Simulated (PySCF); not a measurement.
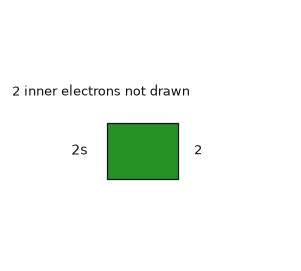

Fig. 1: The outer shells of the nominal configuration: a box for each of the 2l + 1 orbitals, shaded by the share of the shell that is filled, with the electron count at the right.

Mg⁸⁺: atomic calculation

Mg⁸⁺, configuration 1s2 2s2, multiplicity 1. Computed at this level: unrestricted HF, x2c-TZVPall, spin-free X2C-1e, Gaussian nucleus (PySCF).

**Input**
```python
from pyscf import gto, scf, dft, mp, cc
import basis_set_exchange as bse
mol = gto.M(atom="Mg 0 0 0", charge=8, spin=0, symmetry="D2h",
            basis=gto.basis.parse(bse.get_basis("x2c-TZVPall", elements=["Mg"], fmt="nwchem", header=False)),
            nucmod="G")
mf = scf.UHF(mol).sfx2c1e()
mf.irrep_nelec = {'Ag': (2, 2)}
mf.kernel()
```

The script is an equivalent of what the driver set up; the driver started from orbitals of its own, so the log can be shorter than this script's would be, and it computed the properties (radii, ⟨L²⟩, response) afterwards. It held the occupations shell by shell, which the script's counts by irreducible representation don't always enforce.

Launched within a batch (the task file carries these settings):
```bash
OMP_NUM_THREADS=1 python <driver script> TASK.json OUT
```

**Output (extracts)**
```
damping factor = 0
level_shift factor = 0
DIIS = <class 'pyscf.scf.diis.CDIIS'>
diis_start_cycle = 1
diis_space = 10
diis_damp = 0
SCF conv_tol = 1e-09
SCF conv_tol_grad = None
number electrons alpha = 2  beta = 2
cycle= 1 E= -162.165049787513  delta_E= -4.41e-12  |g|= 3.14e-07  |ddm|= 1.27e-06
converged SCF energy = -162.165049787513  <S^2> = -3.9968029e-15  2S+1 = 1
```

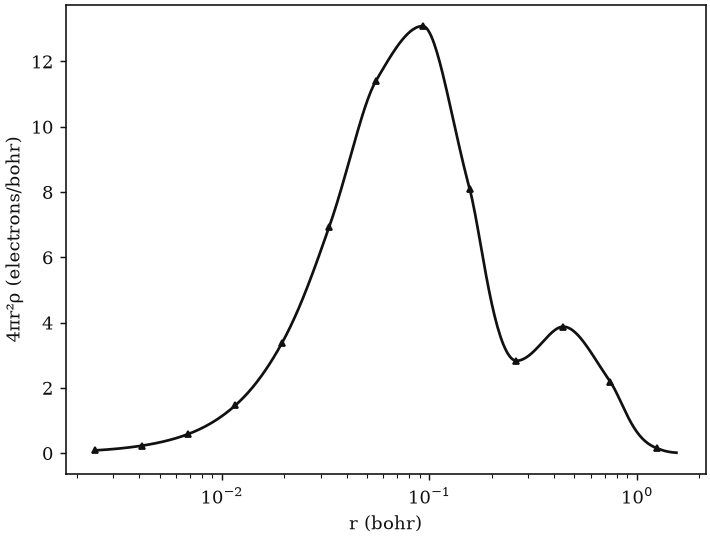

Fig. 2: Spherically averaged radial density 4πr²ρ of the mean field; markers are the stored points, which are sparse, and the line is a monotone interpolation between them. The largest stored value is 13.1 electrons/bohr at r = 0.093 bohr. Root-mean-square radii of the shells: 1s 0.149, 2s 0.636 bohr.

**Outcome**

- outcome: converged
- total energy: −162.165050 hartree
- SCF iterations: 1
- hardware: 1 thread of Arm Neoverse V2, 23 GiB of memory available, shared host

**What is odd here**

This input holds a deliberate oddity: basis of the neutral atom used for a highly charged ion. The program ran to the end. Its numbers are those of this setting; this run alone doesn't show how far the oddity moves them.
